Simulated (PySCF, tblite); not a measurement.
# C3H7N: changes of charge, electronic excitations, EPR parameters, part 2 of 3

tblite 0.8.0 and PySCF 2.14.0. Atoms count from 0. Earlier steps stand in the parts before.

## Step 10: Geometry optimisation at PBE0-D3(BJ)/def2-SVP

This step treats C3H7N+ (doublet), labelled `[NH2+]C1CC1` (the label fixes atoms and charge, not where charge and spin sit).

Job settings and geometry (Å):

```
{"job": {"xc": "PBE0", "basis": "def2-SVP", "d3": "d3bj", "grid": 1, "kind": "geom"}, "charge": 1, "multiplicity": 2}
N      1.486179     0.191651     0.259162
C      0.329305     0.298240    -0.427472
C     -1.019047     0.418157     0.355436
C     -0.735833    -0.842955    -0.318034
H      1.519235    -0.277675     1.156323
H      2.349003     0.578665    -0.099841
H      0.397689     0.818791    -1.375224
H     -1.704989     1.126460    -0.090018
H     -0.939567     0.477783     1.432017
H     -1.210819    -1.071753    -1.262971
H     -0.447938    -1.706303     0.265344
```

Output:

```text
step   0  E = -172.62984975  max force = 0.013781
step   1  E = -172.63097581  max force = 0.002521
step   2  E = -172.63099416  max force = 0.000099
step   3  E = -172.63099552  max force = 0.000110
optimisation converged
```

It took 13 s on 1 thread of Arm Neoverse V1, shared host.

Along the way:

```
step  energy from step 0 (eV)  largest force component (eV/Å)
   0                   0.0000                          0.7086
   1                  -0.0306                          0.1296
   2                  -0.0311                          0.0051
   3                  -0.0312                          0.0057
```

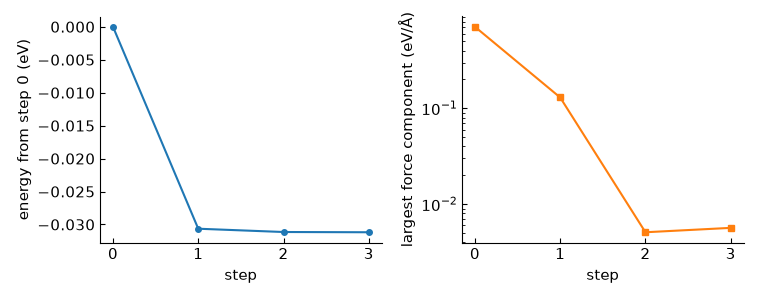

Energy and largest force along the relaxation.

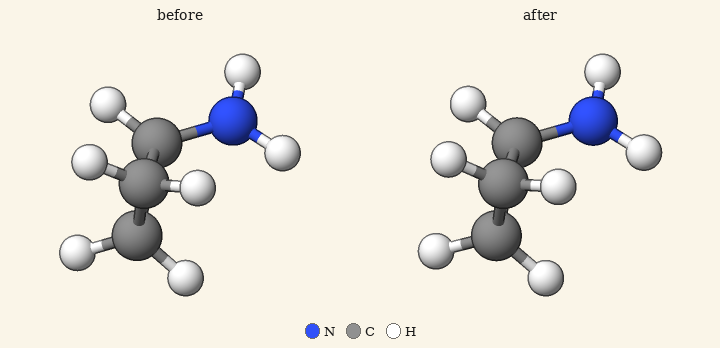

The geometry before (left) and after (right).

Distances of close pairs at the start and the end, largest changes first:

```
  bond  before (Å)  after (Å)  change (Å)
 C1–C2       1.564      1.578      +0.014
 C1–C3       1.565      1.579      +0.014
 C2–H7       1.082      1.095      +0.013
C3–H10       1.081      1.094      +0.013
 C3–H9       1.082      1.095      +0.013
 C2–H8       1.081      1.094      +0.013
 C2–C3       1.457      1.446      -0.011
 C1–H6       1.083      1.092      +0.009
```

The final coordinates are the input of the step that follows.

```
                         at the end point                 value
  point group (found at 0.08 Å tolerance)                    Cs
rotational constants (GHz, main isotopes)  16.875, 6.460, 5.848
                                     ⟨S²⟩                 0.755
```

## Step 11: Harmonic vibrations (C₃H₇N+ (doublet), [NH2+]C1CC1): PBE0-D3(BJ)/def2-SVP

Job settings and geometry (Å):

```
{"job": {"xc": "PBE0", "basis": "def2-SVP", "d3": "d3bj", "grid": 2, "kind": "hessian"}, "charge": 1, "multiplicity": 2}
N      1.487857     0.177173     0.262850
C      0.329346     0.291690    -0.422900
C     -1.036108     0.414590     0.357941
C     -0.764836    -0.840648    -0.307736
H      1.540329    -0.289721     1.167694
H      2.356709     0.561030    -0.107433
H      0.406368     0.814885    -1.378741
H     -1.691682     1.156081    -0.110458
H     -0.934834     0.487644     1.444785
H     -1.212507    -1.055602    -1.283594
H     -0.457525    -1.712188     0.277745
```

Output:

```text
coarse grid: 8664 points
cycle   1  E = -172.5927956790  dE =  7.158e-01  |g| = 1.603e-01  |ddm| = 2.301e+00
cycle   2  E = -172.5958657360  dE = -3.070e-03  |g| = 1.665e-01  |ddm| = 5.094e-01
cycle   3  E = -172.6101075345  dE = -1.424e-02  |g| = 2.948e-02  |ddm| = 2.042e-01
cycle   4  E = -172.6104541344  dE = -3.466e-04  |g| = 1.443e-02  |ddm| = 3.533e-02
cycle   5  E = -172.6105477439  dE = -9.361e-05  |g| = 7.334e-03  |ddm| = 1.586e-02
cycle   6  E = -172.6105747162  dE = -2.697e-05  |g| = 1.546e-03  |ddm| = 8.047e-03
cycle   7  E = -172.6105776747  dE = -2.959e-06  |g| = 5.186e-04  |ddm| = 3.690e-03
final grid: 82224 points
cycle   8  E = -172.6309677210  dE = -2.390e-05  |g| = 4.353e-03  |ddm| = 1.694e-02
cycle   9  E = -172.6309675323  dE =  1.888e-07  |g| = 4.482e-03  |ddm| = 7.781e-03
cycle  10  E = -172.6309776141  dE = -1.008e-05  |g| = 1.782e-04  |ddm| = 3.868e-03
cycle  11  E = -172.6309776262  dE = -1.209e-08  |g| = 1.100e-04  |ddm| = 3.046e-04
cycle  12  E = -172.6309776314  dE = -5.193e-09  |g| = 4.152e-05  |ddm| = 1.085e-04
cycle  13  E = -172.6309776325  dE = -1.112e-09  |g| = 1.911e-05  |ddm| = 5.703e-05
cycle  14  E = -172.6309776327  dE = -2.054e-10  |g| = 7.820e-06  |ddm| = 2.709e-05
cycle  15  E = -172.6309776327  dE = -4.570e-11  |g| = 2.127e-06  |ddm| = 1.222e-05
converged SCF energy = -172.6309776327

mode    cm-1
  1    -170.0
  2     326.7
  3     400.8
  4     594.5
  5     610.5
  6     761.0
  7     812.2
  8     899.4
  9     928.8
 10    1038.3
 11    1066.4
 12    1088.9
 13    1134.8
 14    1188.0
 15    1243.2
 16    1332.6
 17    1423.0
 18    1438.0
 19    1499.8
 20    1630.8
 21    3153.5
 22    3155.1
 23    3241.2
 24    3263.5
 25    3272.7
 26    3541.2
 27    3659.9
ZPE 256.448  H(298)-E 271.776  G(298)-E 184.614 kJ/mol  S 292.34 J/(mol K)
```

It took 2.9 min on 1 thread of Arm Neoverse V1, shared host; peak memory 1.6 GiB.

Zero-point energy 256.45 kJ/mol (xTB gave 245.40). The log holds an imaginary mode, so this geometry is no minimum and the value is not that of one.

## Step 12: Relaxing the molecule at PBE0-D3(BJ)/def2-SVP

This step treats C3H7N+ (doublet), labelled `[NH2+]C1CC1` (the label fixes atoms and charge, not where charge and spin sit).

Job settings and geometry (Å):

```
{"job": {"xc": "PBE0", "basis": "def2-SVP", "d3": "d3bj", "grid": 1, "kind": "geom"}, "charge": 1, "multiplicity": 2}
N      1.487446     0.179175     0.263904
C      0.336564     0.258024    -0.440765
C     -1.054502     0.419472     0.367857
C     -0.751027    -0.824205    -0.306334
H      1.559296    -0.378509     1.120781
H      2.328683     0.691195    -0.038356
H      0.403183     0.829764    -1.370866
H     -1.684825     1.177988    -0.107895
H     -0.935293     0.503739     1.451855
H     -1.226370    -1.044681    -1.268778
H     -0.463459    -1.698242     0.286564
```

Output:

```text
step   0  E = -172.63097229  max force = 0.007249
step   1  E = -172.62501455  max force = 0.061041
step   2  E = -172.62973345  max force = 0.025037
step   3  E = -172.63082231  max force = 0.009929
step   4  E = -172.63104993  max force = 0.001661
step   5  E = -172.63106056  max force = 0.002328
step   6  E = -172.63107938  max force = 0.000568
step   7  E = -172.63108816  max force = 0.000695
step   8  E = -172.63109662  max force = 0.000938
step   9  E = -172.63110951  max force = 0.001320
step  10  E = -172.63112748  max force = 0.002107
step  11  E = -172.63114922  max force = 0.002338
step  12  E = -172.63119987  max force = 0.001809
step  13  E = -172.63122136  max force = 0.000695
step  14  E = -172.63122089  max force = 0.000418
optimisation converged
```

It took 50 s on 1 thread of Arm Neoverse V1, shared host; peak memory 0.5 GiB.

Along the way: (the energy doesn't fall at every step)

```
step  energy from step 0 (eV)  largest force component (eV/Å)
   0                   0.0000                          0.3728
   1                   0.1621                          3.1389
   2                   0.0337                          1.2875
   3                   0.0041                          0.5106
   4                  -0.0021                          0.0854
   5                  -0.0024                          0.1197
   6                  -0.0029                          0.0292
   7                  -0.0032                          0.0357
   8                  -0.0034                          0.0482
   9                  -0.0037                          0.0679
  10                  -0.0042                          0.1083
  11                  -0.0048                          0.1202
  12                  -0.0062                          0.0930
  13                  -0.0068                          0.0357
  14                  -0.0068                          0.0215
```

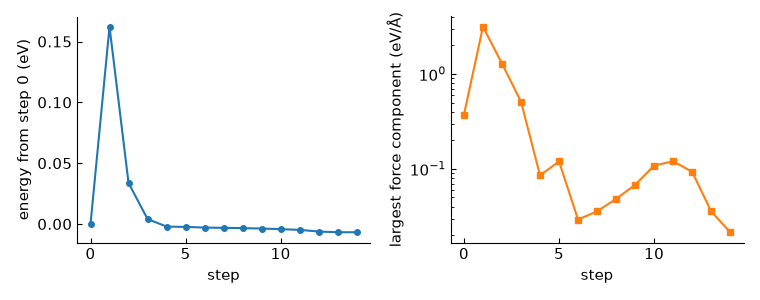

Energy and force, step by step.

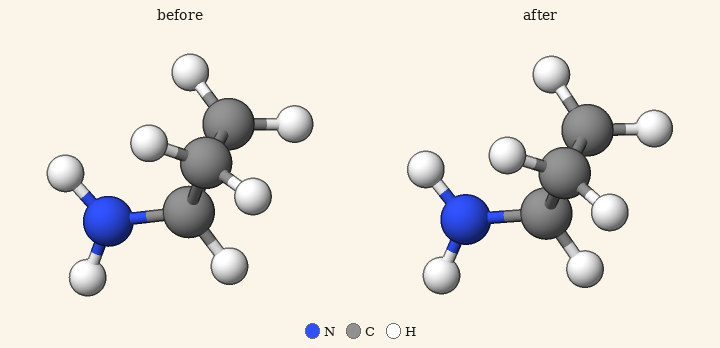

The geometry before (left) and after (right).

Distances of close pairs at the start and the end, largest changes first:

```
  bond  before (Å)  after (Å)  change (Å)
 C1–C2       1.617      1.686      +0.069
 C1–C3       1.540      1.507      -0.033
 N0–H5       1.030      1.019      -0.011
 C2–C3       1.447      1.458      +0.011
 N0–C1       1.352      1.344      -0.008
 N0–H4       1.025      1.019      -0.006
 C2–H7       1.095      1.094      -0.001
C3–H10       1.095      1.095      +0.001
```

The next job starts from the end point, and lists it.

```
                         at the end point                 value
  point group (found at 0.08 Å tolerance)                    C1
rotational constants (GHz, main isotopes)  16.740, 6.419, 5.782
                                     ⟨S²⟩                 0.757
```

## Step 13: Harmonic vibrations (C3H7N+ (doublet), [NH2+]C1CC1): PBE0-D3(BJ)/def2-SVP

Job settings and geometry (Å):

```
{"job": {"xc": "PBE0", "basis": "def2-SVP", "d3": "d3bj", "grid": 2, "kind": "hessian"}, "charge": 1, "multiplicity": 2}
N      1.503242     0.053915     0.268519
C      0.384888     0.164405    -0.468458
C     -1.047545     0.520436     0.346152
C     -0.790670    -0.763297    -0.295304
H      1.563938    -0.565105     1.075629
H      2.329290     0.609209     0.051563
H      0.482223     0.755283    -1.383079
H     -1.583925     1.319561    -0.174220
H     -0.919115     0.634976     1.426112
H     -1.307149    -0.983036    -1.236521
H     -0.614927    -1.632333     0.347831
```

Output:

```text
coarse grid: 8664 points
cycle   1  E = -172.5942831871  dE =  6.974e-01  |g| = 1.561e-01  |ddm| = 2.293e+00
cycle   2  E = -172.5982570943  dE = -3.974e-03  |g| = 1.558e-01  |ddm| = 4.951e-01
cycle   3  E = -172.6105426480  dE = -1.229e-02  |g| = 3.036e-02  |ddm| = 1.927e-01
cycle   4  E = -172.6109430445  dE = -4.004e-04  |g| = 1.457e-02  |ddm| = 3.781e-02
cycle   5  E = -172.6110416983  dE = -9.865e-05  |g| = 6.733e-03  |ddm| = 1.792e-02
cycle   6  E = -172.6110660800  dE = -2.438e-05  |g| = 1.656e-03  |ddm| = 7.818e-03
cycle   7  E = -172.6110687495  dE = -2.670e-06  |g| = 1.193e-03  |ddm| = 3.375e-03
final grid: 82224 points
cycle   8  E = -172.6312308476  dE = -2.351e-05  |g| = 4.517e-03  |ddm| = 1.626e-02
cycle   9  E = -172.6312298525  dE =  9.951e-07  |g| = 4.811e-03  |ddm| = 8.397e-03
cycle  10  E = -172.6312416199  dE = -1.177e-05  |g| = 3.356e-04  |ddm| = 4.325e-03
cycle  11  E = -172.6312416679  dE = -4.799e-08  |g| = 1.637e-04  |ddm| = 4.078e-04
cycle  12  E = -172.6312416817  dE = -1.379e-08  |g| = 4.808e-05  |ddm| = 1.721e-04
cycle  13  E = -172.6312416834  dE = -1.755e-09  |g| = 4.010e-05  |ddm| = 9.889e-05
cycle  14  E = -172.6312416844  dE = -9.314e-10  |g| = 8.723e-06  |ddm| = 4.824e-05
cycle  15  E = -172.6312416844  dE = -7.185e-11  |g| = 2.351e-06  |ddm| = 1.932e-05
converged SCF energy = -172.6312416844

mode    cm-1
  1     189.5
  2     326.7
  3     409.9
  4     501.9
  5     613.7
  6     759.1
  7     832.8
  8     872.4
  9     928.2
 10    1002.1
 11    1030.8
 12    1108.2
 13    1135.9
 14    1185.8
 15    1237.7
 16    1341.9
 17    1425.4
 18    1452.7
 19    1506.4
 20    1637.3
 21    3138.9
 22    3166.4
 23    3232.9
 24    3244.9
 25    3289.4
 26    3547.2
 27    3667.0
ZPE 255.911  H(298)-E 271.304  G(298)-E 184.131 kJ/mol  S 292.38 J/(mol K)
```

Wall time 2.9 min (1 thread of Arm Neoverse V1, shared host); peak memory 1.6 GiB.

Zero-point energy 255.91 kJ/mol (xTB gave 245.40).

## Step 14: Single point (C₃H₇N): wB97X-D3(BJ)/ma-def2-TZVP

Geometry: PBE0-D3(BJ)/def2-SVP, that of another charge or spin state.

The job, as its differences from that of step 13:

```diff
@@ -1,2 +1,2 @@
-{"job": {"xc": "PBE0", "basis": "def2-SVP", "d3": "d3bj", "grid": 2, "kind": "hessian"}, "charge": 1, "multiplicity": 2}
+{"job": {"kind": "sp", "xc": "wB97X", "basis": "ma-def2-TZVP", "d3": "d3bj", "grid": 2}, "charge": 0, "multiplicity": 1}
 N      1.503242     0.053915     0.268519
```

Output:

```text
coarse grid: 8664 points
cycle   1  E = -173.3562671874  dE =  6.664e-01  |g| = 2.962e-01  |ddm| = 2.296e+00
cycle   2  E = -173.3717453583  dE = -1.548e-02  |g| = 2.078e-01  |ddm| = 4.704e-01
cycle   3  E = -173.3800468114  dE = -8.301e-03  |g| = 3.068e-02  |ddm| = 1.550e-01
cycle   4  E = -173.3803472242  dE = -3.004e-04  |g| = 7.393e-03  |ddm| = 5.893e-02
cycle   5  E = -173.3803658467  dE = -1.862e-05  |g| = 3.817e-03  |ddm| = 2.365e-02
cycle   6  E = -173.3803708003  dE = -4.954e-06  |g| = 9.550e-04  |ddm| = 1.121e-02
final grid: 82224 points
cycle   7  E = -173.3658634074  dE = -3.823e-05  |g| = 2.584e-03  |ddm| = 4.524e-02
cycle   8  E = -173.3658644914  dE = -1.084e-06  |g| = 1.814e-03  |ddm| = 6.201e-03
cycle   9  E = -173.3658652105  dE = -7.190e-07  |g| = 2.158e-04  |ddm| = 1.845e-03
cycle  10  E = -173.3658652335  dE = -2.303e-08  |g| = 5.495e-05  |ddm| = 7.472e-04
cycle  11  E = -173.3658652348  dE = -1.310e-09  |g| = 2.863e-05  |ddm| = 2.222e-04
converged SCF energy = -173.3658652348
```

It took 5.5 s on 1 thread of Arm Neoverse V1, shared host; peak memory 0.61 GiB.

## Step 15: Single point (C₃H₇N+ (doublet), [NH2+]C1CC1): wB97X-D3(BJ)/ma-def2-TZVP

Geometry: PBE0-D3(BJ)/def2-SVP.

The job, as its differences from that of step 14:

```diff
@@ -1,2 +1,2 @@
-{"job": {"kind": "sp", "xc": "wB97X", "basis": "ma-def2-TZVP", "d3": "d3bj", "grid": 2}, "charge": 0, "multiplicity": 1}
+{"job": {"kind": "sp", "xc": "wB97X", "basis": "ma-def2-TZVP", "d3": "d3bj", "grid": 2}, "charge": 1, "multiplicity": 2}
 N      1.503242     0.053915     0.268519
```

Output:

```text
final grid: 82224 points
cycle   1  E = -173.0789719964  dE = -2.577e-02  |g| = 2.235e-01  |ddm| = 4.332e-01
cycle   2  E = -173.0873089898  dE = -8.337e-03  |g| = 1.744e-01  |ddm| = 2.368e-01
cycle   3  E = -173.0997877110  dE = -1.248e-02  |g| = 1.633e-02  |ddm| = 1.059e-01
cycle   4  E = -173.0999268681  dE = -1.392e-04  |g| = 5.934e-03  |ddm| = 1.451e-02
cycle   5  E = -173.0999653068  dE = -3.844e-05  |g| = 1.834e-03  |ddm| = 1.068e-02
cycle   6  E = -173.0999707320  dE = -5.425e-06  |g| = 1.094e-03  |ddm| = 3.381e-03
cycle   7  E = -173.0999723892  dE = -1.657e-06  |g| = 3.705e-04  |ddm| = 1.894e-03
cycle   8  E = -173.0999727184  dE = -3.292e-07  |g| = 1.629e-04  |ddm| = 1.005e-03
cycle   9  E = -173.0999727703  dE = -5.191e-08  |g| = 6.825e-05  |ddm| = 4.189e-04
cycle  10  E = -173.0999727795  dE = -9.236e-09  |g| = 3.404e-05  |ddm| = 1.680e-04
converged SCF energy = -173.0999727795
```

Run time: 12 s. Hardware: 1 thread of Arm Neoverse V1, shared host; peak memory 0.68 GiB.

## Step 16: Single point (C₃H₇N): wB97X-D3(BJ)/ma-def2-TZVP in acetonitrile

Geometry: PBE0-D3(BJ)/def2-SVP.

Job settings and geometry (Å):

```
{"job": {"kind": "sp", "xc": "wB97X", "basis": "ma-def2-TZVP", "d3": "d3bj", "grid": 2, "solvent": "acetonitrile"}, "charge": 0, "multiplicity": 1}
N      1.537134     0.443626     0.304216
C      0.293134     0.383037    -0.400779
C     -0.990458     0.426623     0.358018
C     -0.612624    -0.823579    -0.393787
H      1.433495     0.075530     1.247130
H      2.235819    -0.135710    -0.158374
H      0.311574     0.956287    -1.335369
H     -1.808014     1.045061    -0.021165
H     -0.929502     0.400619     1.450843
H     -1.169739    -1.078987    -1.299888
H     -0.288451    -1.686787     0.195803
```

Output:

```text
final grid: 82224 points
cycle   1  E = -173.4033368738  dE = -8.245e-04  |g| = 1.574e-02  |ddm| = 5.040e-01
cycle   2  E = -173.4034343936  dE = -9.752e-05  |g| = 1.092e-02  |ddm| = 1.568e-01
cycle   3  E = -173.4034638144  dE = -2.942e-05  |g| = 3.230e-03  |ddm| = 3.831e-02
cycle   4  E = -173.4034720392  dE = -8.225e-06  |g| = 9.337e-04  |ddm| = 4.558e-02
cycle   5  E = -173.4034727855  dE = -7.462e-07  |g| = 2.902e-04  |ddm| = 1.160e-02
cycle   6  E = -173.4034728350  dE = -4.954e-08  |g| = 1.065e-04  |ddm| = 9.788e-04
cycle   7  E = -173.4034728446  dE = -9.551e-09  |g| = 1.519e-05  |ddm| = 7.359e-04
converged SCF energy = -173.4034728446
```

Wall time 5.8 s (1 thread of Arm Neoverse V1, shared host); peak memory 0.69 GiB.

## Step 17: Single point (C₃H₇N+ (doublet), [NH2+]C1CC1): wB97X-D3(BJ)/ma-def2-TZVP in acetonitrile

Geometry: PBE0-D3(BJ)/def2-SVP.

Job settings and geometry (Å):

```
{"job": {"kind": "sp", "xc": "wB97X", "basis": "ma-def2-TZVP", "d3": "d3bj", "grid": 2, "solvent": "acetonitrile"}, "charge": 1, "multiplicity": 2}
N      1.503242     0.053915     0.268519
C      0.384888     0.164405    -0.468458
C     -1.047545     0.520436     0.346152
C     -0.790670    -0.763297    -0.295304
H      1.563938    -0.565105     1.075629
H      2.329290     0.609209     0.051563
H      0.482223     0.755283    -1.383079
H     -1.583925     1.319561    -0.174220
H     -0.919115     0.634976     1.426112
H     -1.307149    -0.983036    -1.236521
H     -0.614927    -1.632333     0.347831
```

Output:

```text
final grid: 82224 points
cycle   1  E = -173.1984322520  dE = -7.503e-04  |g| = 1.005e-02  |ddm| = 1.424e-01
cycle   2  E = -173.1985245608  dE = -9.231e-05  |g| = 5.807e-03  |ddm| = 3.829e-02
cycle   3  E = -173.1985530815  dE = -2.852e-05  |g| = 3.213e-03  |ddm| = 8.914e-03
cycle   4  E = -173.1985695505  dE = -1.647e-05  |g| = 1.297e-03  |ddm| = 8.106e-03
cycle   5  E = -173.1985754019  dE = -5.851e-06  |g| = 1.001e-03  |ddm| = 3.368e-03
cycle   6  E = -173.1985776241  dE = -2.222e-06  |g| = 3.099e-04  |ddm| = 2.505e-03
cycle   7  E = -173.1985780078  dE = -3.838e-07  |g| = 1.027e-04  |ddm| = 1.445e-03
cycle   8  E = -173.1985780339  dE = -2.608e-08  |g| = 5.027e-05  |ddm| = 3.456e-04
cycle   9  E = -173.1985780401  dE = -6.182e-09  |g| = 1.913e-05  |ddm| = 1.703e-04
converged SCF energy = -173.1985780401
```

It took 11 s on 1 thread of Arm Neoverse V1, shared host; peak memory 0.68 GiB.

## Step 18: Changes of charge: wB97X-D3(BJ)/ma-def2-TZVP

This step combines the energies above: geometries from PBE0-D3(BJ)/def2-SVP, zero-point and thermal terms from PBE0-D3(BJ)/def2-SVP.

Job settings and geometry (Å):

```
{"job": {"kind": "rx", "dirs": [1], "geom": {"xc": "PBE0", "basis": "def2-SVP", "d3": "d3bj", "grid": 1}, "hess": 1, "level": {"xc": "wB97X", "basis": "ma-def2-TZVP", "d3": "d3bj", "solvents": ["acetonitrile"]}}, "charge": 0, "multiplicity": 1}
N      1.537134     0.443626     0.304216
C      0.293134     0.383037    -0.400779
C     -0.990458     0.426623     0.358018
C     -0.612624    -0.823579    -0.393787
H      1.433495     0.075530     1.247130
H      2.235819    -0.135710    -0.158374
H      0.311574     0.956287    -1.335369
H     -1.808014     1.045061    -0.021165
H     -0.929502     0.400619     1.450843
H     -1.169739    -1.078987    -1.299888
H     -0.288451    -1.686787     0.195803
```

Output (the driver's rows laid out field by field):

```text
ionisation and electron attachment, wB97X-D3(BJ)/ma-def2-TZVP // PBE0-D3(BJ)/def2-SVP

row 1
  change                  oxidation
  charge                  1
  multiplicity            2
  vertical_ev             9.0594
  vertical_s2             0.757
  formula                 C3H7N
  smiles                  [NH2+]C1CC1
  kept                    yes
  pieces                  1
  point_group             C1
  adiabatic_electronic_ev 8.045
  adiabatic_ev            8.0088
  free_energy_ev          7.9839
  s2                      0.759
  bonds_moved             1 2 1.492 1.686; 0 1 1.431 1.344; 2 3 1.507 1.458
  spin_on                 0 N 0.479; 2 C 0.377; 1 C 0.129
  charge_moved            0 N 0.274; 2 C 0.119; 5 H 0.089; 4 H 0.081
  vertical_back_ev        7.2353
  relaxation_parent_ev    0.8097
  relaxation_ion_ev       1.0144
  reorganisation_ev       1.8241
  solution                solvent acetonitrile, absolute_potential_v 5.5144, solvation_parent_kj -20.61, solvation_ion_kj -258.89
```

Wall time 9.3 min (1 thread of Arm Neoverse V1, shared host); peak memory 0.68 GiB.

Energy taken up on oxidation, or given off on reduction (eV; adiabatic with zero-point energy):

```
                    change      product  vertical  adiabatic  free energy  reorganisation  ⟨S²⟩
oxidation (multiplicity 2)  [NH2+]C1CC1      9.06       8.01         7.98            1.82  0.76
```

On oxidation to multiplicity 2 charge changes most on N0 (+0.27 e), C2 (+0.12 e), H5 (+0.09 e); the spin sits on N0 (0.48), C2 (0.38), C1 (0.13); the bond C1–C2 goes from 1.492 to 1.686 Å; the absolute potential is 5.51 V in acetonitrile.

(Continued in part 3 of 3.)
